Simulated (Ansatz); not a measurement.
# AlF2HS (SMILES [F][Al]([F])[SH]): functionals against CCSD(T) at one geometry

A test off equilibrium: a structure displaced at random from a GFN2-xTB minimum is computed at several levels, and each is set against CCSD(T).

Method: single points in def2-TZVPP; program: Ansatz 0.2.0, Gaussian basis.

Correlated methods freeze the cores. B3LYP uses VWN-RPA correlation.

## (1) The starting structure

SMILES `[F][Al]([F])[SH]`, 5 atoms, charge 0, spin multiplicity 1.

Atoms are counted from 1 here; the program's logs count them from 0.

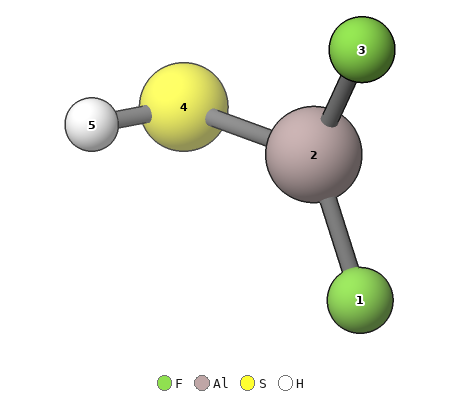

Start geometry, drawn with fluorine green, aluminium light grey, sulfur yellow, hydrogen white; atoms are numbered from 1 in the order of the file.

Geometry (Å):

```
F     0.8475    0.1673    1.8504
Al    0.2335   -0.3942    0.3665
F     0.9645   -1.7019   -0.2860
S    -1.3658    0.6477   -0.7363
H    -0.6564    1.4168   -1.3311
```

## (2) CCSD(T)/def2-TZVPP

run/in.yaml reads:

```yaml
crystal:
  periodic: [false, false, false]
  atoms:
    - {symbol: F, position_ang: [0.847500, 0.167300, 1.850400]}
    - {symbol: Al, position_ang: [0.233500, -0.394200, 0.366500]}
    - {symbol: F, position_ang: [0.964500, -1.701900, -0.286000]}
    - {symbol: S, position_ang: [-1.365800, 0.647700, -0.736300]}
    - {symbol: H, position_ang: [-0.656400, 1.416800, -1.331100]}
basis:
  gaussian: {orbitals: def2-TZVPP}
correlation: {method: ccsd_t}
output: {forces: true}
```

The command line of these runs was not kept.

## (3) PBE0-D4/def2-TZVPP

Changes to run/in.yaml since step 2:

```diff
@@ -10,3 +10,3 @@
   gaussian: {orbitals: def2-TZVPP}
-correlation: {method: ccsd_t}
-output: {forces: true}
+hamiltonian: {xc: pbe0, dispersion: d4}
+output: {forces: true, orbitals: {seedname: orbitals}}
```

## (4) wB97M-V/def2-TZVPP

Changes to run/in.yaml since step 3:

```diff
@@ -10,3 +10,3 @@
   gaussian: {orbitals: def2-TZVPP}
-hamiltonian: {xc: pbe0, dispersion: d4}
-output: {forces: true, orbitals: {seedname: orbitals}}
+hamiltonian: {xc: {name: wB97M-V}}
+output: {forces: true}
```

## (5) r2SCAN-D4/def2-TZVPP

Changes to run/in.yaml since step 4:

```diff
@@ -10,3 +10,3 @@
   gaussian: {orbitals: def2-TZVPP}
-hamiltonian: {xc: {name: wB97M-V}}
+hamiltonian: {xc: r2scan, dispersion: d4}
 output: {forces: true}
```

## (6) PBE-D4/def2-TZVPP

Changes to run/in.yaml since step 5:

```diff
@@ -10,3 +10,3 @@
   gaussian: {orbitals: def2-TZVPP}
-hamiltonian: {xc: r2scan, dispersion: d4}
+hamiltonian: {xc: pbe, dispersion: d4}
 output: {forces: true}
```

## (7) B3LYP-D4/def2-TZVPP

Changes to run/in.yaml since step 6:

```diff
@@ -10,3 +10,3 @@
   gaussian: {orbitals: def2-TZVPP}
-hamiltonian: {xc: pbe, dispersion: d4}
+hamiltonian: {xc: {name: B3LYP}, dispersion: d4}
 output: {forces: true}
```

## (8) r2SCAN0-D4/def2-TZVPP

Changes to run/in.yaml since step 7:

```diff
@@ -10,3 +10,3 @@
   gaussian: {orbitals: def2-TZVPP}
-hamiltonian: {xc: {name: B3LYP}, dispersion: d4}
+hamiltonian: {xc: {name: r2SCAN0}, dispersion: d4}
 output: {forces: true}
```

(Steps that only read results are left out.)

What does the calculation give? Wanted: energy less free atoms, CCSD(T)/def2-TZVPP; RMS force component; RMS force error; HOMO and LUMO, PBE0-D4; T1 diagnostic.

**Answer**, as computed:

```
                                  quantity                                                                                               value
energy less free atoms, CCSD(T)/def2-TZVPP                                                                                      -1783.7 kJ/mol
                       RMS force component                                                                2.034 to 2.136 eV/Å over the methods
                           RMS force error  PBE0-D4 0.068, wB97M-V 0.058, r2SCAN-D4 0.057, PBE-D4 0.244, B3LYP-D4 0.046, r2SCAN0-D4 0.150 eV/Å
                    HOMO and LUMO, PBE0-D4                                                                                  -8.13 and -1.51 eV
                             T1 diagnostic                                                                                               0.013
```

**Reading.** Against CCSD(T) the functionals' energies less atoms differ by -60.5 to -2.2 kJ/mol, PBE-D4 by -60.5 kJ/mol. A larger basis would deepen the CCSD(T) value, while the functionals are nearly converged already, so the order here is not reliable. The forces of B3LYP-D4 come nearest to CCSD(T), those of PBE-D4 are farthest. Frozen-core CCSD(T) forces in triple zeta carry basis errors of their own, and this is one geometry, so small gaps rank nothing.
